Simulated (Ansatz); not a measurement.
Amorphous Ge-Sb-Te (Ge28Sb28Te70)

A CHGNet melt-quench gave the starting glass, which DFT then relaxed. The hot cell started wider than the set density and was brought back towards it in steps. It is the lowest in DFT energy of 8 quenches. It is a model cell: composition and starting density were chosen by hand, and all elements were melted together. No dispersion term was used.

Calculation: PBE, scalar-relativistic without spin-orbit coupling, PAW (Ansatz default set, large-core Te) (plane waves to 420 eV; Ansatz, a first-principles code). Geometry, pressure, stress and energy are those of the PBE run. Its sampling: a 2×2×2 Γ-centred mesh; Fermi-Dirac width 0.05 eV; no spin polarisation. The levels at the Fermi energy are partly filled. A closed spacing in one fast-quenched cell at PBE doesn't show the material to be a metal.

| Property | Result |
|---|---|
| Number of atoms in the cell | 126 |
| Density (held, not predicted) | 5.84 g/cm³ |
| Volume per atom | 32.43 Å^3 |
| Pressure on a 2×2×2 Γ-centred mesh | 1.44 GPa |
| Largest force and stress component on that mesh (the relaxation ran on the zone centre alone) | 0.37 eV/Å and 1.5 GPa |
| Gap on a 2×2×2 Γ-centred mesh (PBE) | within the smearing (under twice its width) |

Neighbours within Ge-Ge 2.85 Å, Ge-Sb 3.11 Å, Ge-Te 3.18 Å, Sb-Sb 3.38 Å, Sb-Te 3.34 Å, Te-Te 3.31 Å count as bonded.

The mean coordination of Ge is 4.25 (4 with 3, 15 with 4, 7 with 5, 2 with 6) and the mean coordination of Sb is 4.04 (1 with 2, 6 with 3, 15 with 4, 3 with 5, 3 with 6). The mean coordination of Te comes out as 3.14 (12 with 2, 39 with 3, 16 with 4, 3 with 5), the mean Ge-Te bond is 2.844 Å (spread 0.153 Å, 109 counted) and the mean Sb-Te bond comes out as 3.003 Å (spread 0.136 Å, 97 counted).

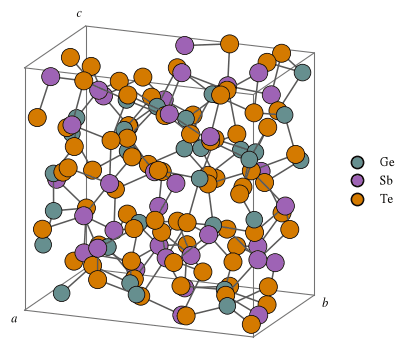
Figure. The relaxed cell

Its density started from a set value of 5.84 g/cm³. Cooling (nominally 20 K/ps over its main leg) ran many orders faster than in experiment, which tends to leave more defects and strain. A cell of this size samples the disorder only roughly. The volume was held where the preparation left it and the shape relaxed, at a PBE pressure of 1.4 GPa. Stress components on the final sampling reach 1.5 GPa. On a 2×2×2 Γ-centred mesh force components of up to 0.37 eV/Å stay, since the relaxation ran on the zone centre alone.
